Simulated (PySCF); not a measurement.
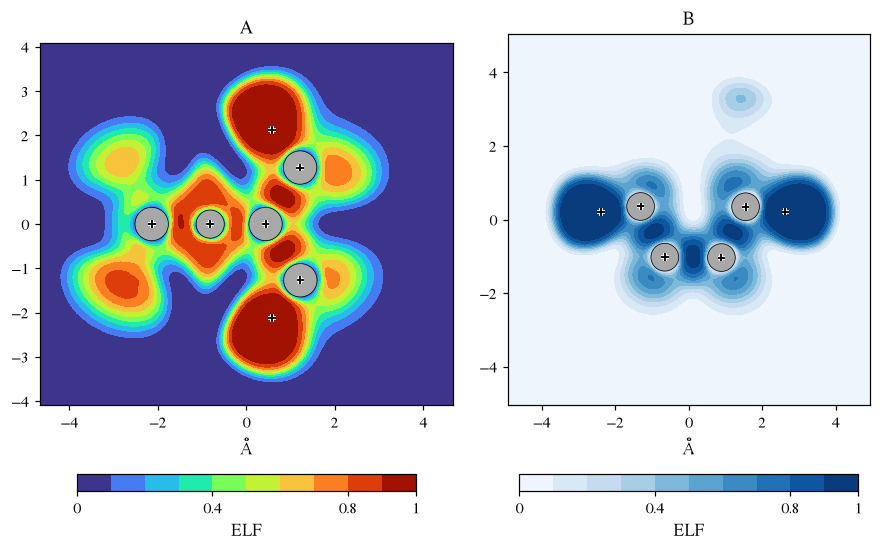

The electron localisation function of 2 systems, each on a plane through atoms (crosses mark nuclei in the plane; grey discs cover the cores).

These are results of PBE/pcSseg-1, SCF density, gas phase, non-relativistic in PySCF, not measurements.

System 1: C₄H₆F₃N (SMILES CC(C)=NC(F)(F)F), the plane of atoms C1, C2 and N4. Geometry: GFN2-xTB; a saddle point, not a minimum.

```
atom    x (Å)    y (Å)    z (Å)
   C  -1.5474  -0.7392   0.2994
   C  -0.3736   0.0767  -0.1386
   C  -0.6477   1.1924  -1.0951
   N   0.7831  -0.1710   0.2654
   C   2.0001  -0.4169   0.7208
   F   2.8345   0.6694   0.7283
   F   2.6315  -1.3551  -0.0033
   F   2.0387  -0.8475   2.0167
   H  -1.8605  -1.3780  -0.5255
   H  -2.3833  -0.0928   0.5552
   H  -1.2887  -1.3666   1.1472
   H  -1.1828   1.9830  -0.5707
   H  -1.2811   0.8456  -1.9081
   H   0.2772   1.6000  -1.4917
```

System 2: C₆H₁₄Si (SMILES C[C@H]1CCCC[SiH2]1), the plane of atoms C5, C6 and H19. Geometry: GFN2-xTB; a saddle point, not a minimum.

```yaml
atoms:
  - { symbol: C, position_ang: [2.0993, -0.4927, 0.7198] }
  - { symbol: C, position_ang: [1.2418, -0.0285, -0.4555] }
  - { symbol: C, position_ang: [0.1717, -1.0637, -0.8213] }
  - { symbol: C, position_ang: [-0.9413, -1.2179, 0.2157] }
  - { symbol: C, position_ang: [-1.8280, 0.0254, 0.4441] }
  - { symbol: C, position_ang: [-1.4399, 1.2555, -0.3771] }
  - { symbol: Si, position_ang: [0.3990, 1.6579, -0.1381] }
  - { symbol: H, position_ang: [1.5157, -0.5568, 1.6348] }
  - { symbol: H, position_ang: [2.5293, -1.4743, 0.5203] }
  - { symbol: H, position_ang: [2.9133, 0.2083, 0.8912] }
  - { symbol: H, position_ang: [1.9079, 0.0552, -1.3213] }
  - { symbol: H, position_ang: [-0.2675, -0.7973, -1.7849] }
  - { symbol: H, position_ang: [0.6495, -2.0412, -0.9463] }
  - { symbol: H, position_ang: [-0.4880, -1.5145, 1.1629] }
  - { symbol: H, position_ang: [-1.5732, -2.0512, -0.1018] }
  - { symbol: H, position_ang: [-1.7891, 0.2999, 1.5006] }
  - { symbol: H, position_ang: [-2.8679, -0.2313, 0.2244] }
  - { symbol: H, position_ang: [-1.6528, 1.0758, -1.4317] }
  - { symbol: H, position_ang: [-2.0741, 2.0895, -0.0756] }
  - { symbol: H, position_ang: [0.6474, 2.1225, 1.2326] }
  - { symbol: H, position_ang: [0.8470, 2.6794, -1.0927] }
```

Match each panel to its system.

Panel A is system 1, C₄H₆F₃N: the plane holds C, N and H. C–N (1.25 Å): the ELF peaks at about 0.85 between the atoms: a short, multiple covalent bond. Panel B is system 2, C₆H₁₄Si: the plane holds C and H. C–C (1.53 Å): the ELF peaks at about 0.95 between the atoms (a shared electron pair).
